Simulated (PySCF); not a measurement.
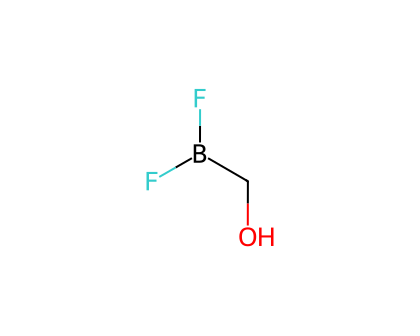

Simulated data, not a measurement (program: PySCF).

A structural formula.

### Transcribe the drawing into SMILES.

OCB(F)F

### What is the molecular formula?

CH3BF2O.

### An optimisation with GFN2-xTB gave a structure of which point group?

C1. Other conformers may differ.
